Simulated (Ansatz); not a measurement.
**C3H4Si: density, localisation and related maps**

Input

```
crystal:
  periodic: [false, false, false]
  atoms:
    - {symbol: C, position_ang: [-0.412635, 0.482079, 0.838278]}
    - {symbol: C, position_ang: [-0.383791, 1.312167, -0.192730]}
    - {symbol: Si, position_ang: [0.343222, -0.389977, -0.668453]}
    - {symbol: C, position_ang: [-0.084115, -0.760250, 1.156839]}
    - {symbol: H, position_ang: [0.032698, 2.308682, -0.232825]}
    - {symbol: H, position_ang: [-0.480303, -1.191066, -1.594362]}
    - {symbol: H, position_ang: [1.784139, -0.300813, -0.973502]}
    - {symbol: H, position_ang: [-0.707017, -1.517821, 1.610855]}
basis:
  gaussian: {orbitals: def2-TZVPP}
hamiltonian: {xc: pbe0, dispersion: d4}
output: {orbitals: {seedname: orbitals}}
```

Run with:

```sh
ansatz run in.yaml --threads 2 --pin off --events-out ev --progress --plain --max-ram 4352MiB
```

Geometry: PBE0-D4/def2-TZVP.

Theory: RKS PBE0-D4/def2-TZVPP in Ansatz.

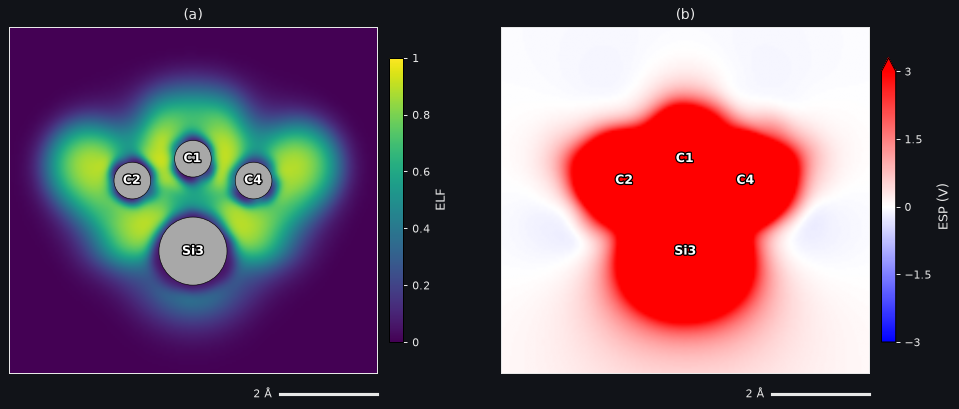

Figure 1. (a) ELF; (b) molecular electrostatic potential on the plane of atoms Si3, C1 and C4. Grey discs cover the atomic cores in the ELF map.

Question: Interpret the plot.

Answer:
- Atoms in the plane: C and Si.
- C–C (1.32 Å): the ELF peaks at about 0.90 between the atoms; a short, multiple covalent bond.
- C–Si (1.90 Å): the ELF peaks at about 0.60 in the valence shell of C, 0.7 Å from its nucleus, and is about 0.50 at the midpoint.
- The potential has no marked negative region in this plane.

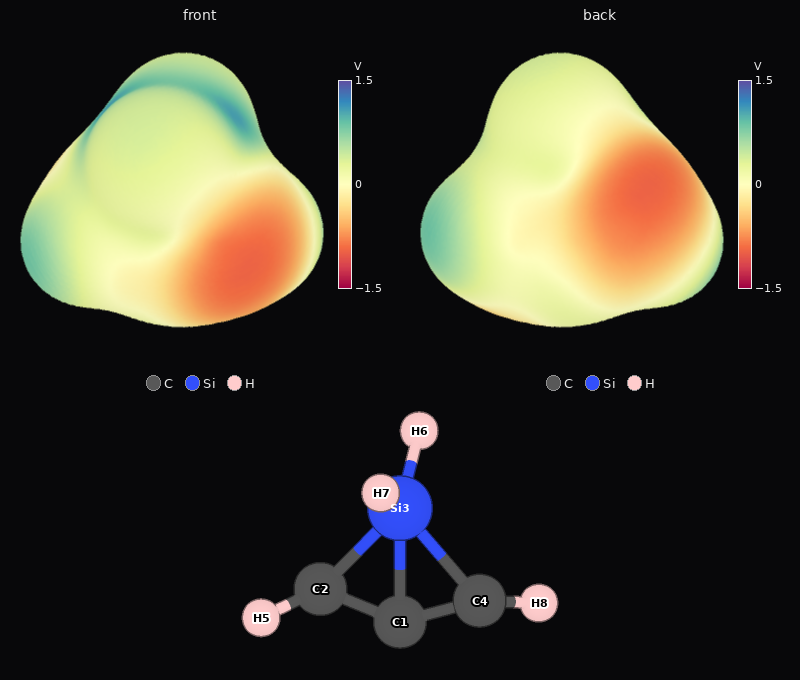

Figure 2. The molecular electrostatic potential painted on the density surface at 0.001 e/bohr³, seen from the front and from behind; red is negative and blue positive. The bare structure is drawn below in the same view.

Question: Which sites attract a positive test charge, and which a negative one?

Answer: A positive charge is drawn to the negative regions and a negative charge to the positive ones. The most negative region (about −1.0 V) lies over C2 and C4, the most positive (about +1.0 V) over Si3.

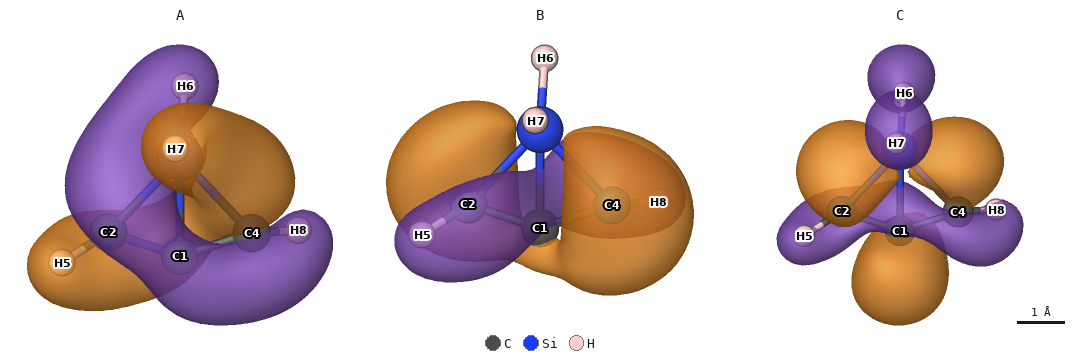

Figure 3. Three frontier orbitals at ±0.08 Å⁻³ᐟ² (orange and purple are the two phases), in no order.

Question: Which picture is the HOMO−1, the HOMO and the LUMO?

Answer: A is the HOMO−1 (−8.62 eV). Its weight (Hirshfeld) is mainly on Si3 (about 25 %), C2 (about 25 %), C4 (about 25 %) and C1 (about 15 %). B is the HOMO (−6.17 eV). By Hirshfeld shares it lies mainly on C2 (about 35 %), C4 (about 35 %) and C1 (about 10 %). C is the LUMO (−1.39 eV). By Hirshfeld shares it lies mainly on C1 (about 35 %), Si3 (about 20 %), C2 (about 15 %) and C4 (about 15 %).

Question: What is the HOMO–LUMO gap?

Answer: 4.78 eV between the orbital energies.

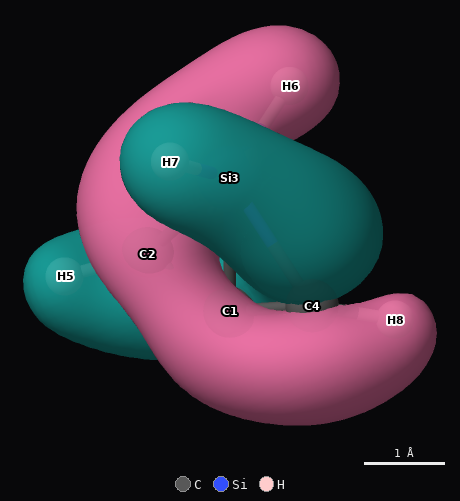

Figure 4. The HOMO−1 at ±0.08 Å⁻³ᐟ² (teal and pink are the two phases), seen at a tilt.

Question: Where does this orbital lie, and at what energy?

Answer: By Hirshfeld shares it lies mainly on Si3 (about 25 %), C2 (about 25 %), C4 (about 25 %) and C1 (about 15 %). Its energy is −8.62 eV.
